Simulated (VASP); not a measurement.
System: EuAgSeF.

```
Eu Ag Se F
1.0
     4.15427    0.00000    0.00000
     0.00000    4.15427    0.00000
     0.00000    0.00000    9.21830
Eu Ag Se F
2 2 2 2
Direct
  0.00000 0.50000 0.65242
  0.50000 0.00000 0.34758
  0.50000 0.50000 0.00000
  0.00000 0.00000 0.00000
  0.50000 0.00000 0.80320
  0.00000 0.50000 0.19680
  0.50000 0.50000 0.50000
  0.00000 0.00000 0.50000
```

Space group P4/nmm; not relaxed (largest force 0.5 eV/Å); spin-polarised.

Computed with Kohn-Sham DFT of a periodic cell, PBE, VASP PAW PBE potentials, recommended (VASP).

> Predict the valence pseudo-density and spin density between the atoms.

Eu–F (2.51 Å): ρ is about 0.27 e/Å³ halfway.
The spin density sits on Eu: +6.6 μB (×2) in one cell of 8 atoms: parallel main moments (a ferromagnetic arrangement) in this solution. The cell of the calculation (8 atoms) carries 13.9 μB of net spin moment.

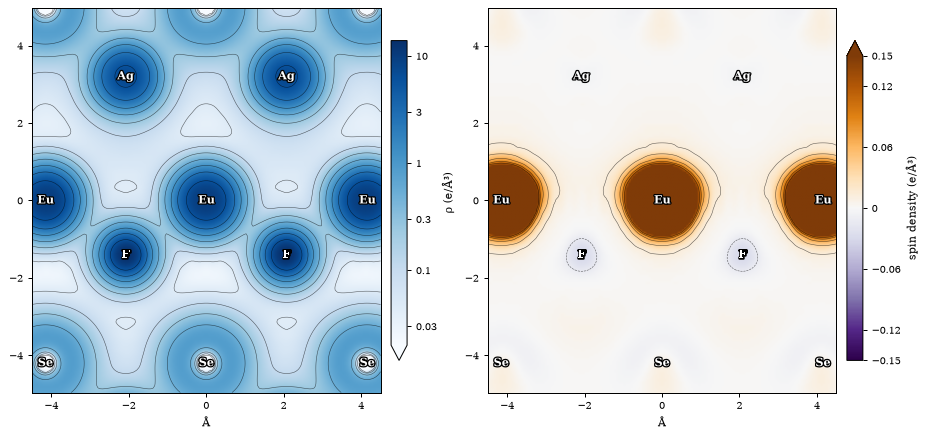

Computed valence pseudo-density and spin density on the (010) plane of the conventional cell, in this order. 

Core electrons are frozen (PAW), and the valence fields are smoothed inside the atomic spheres.
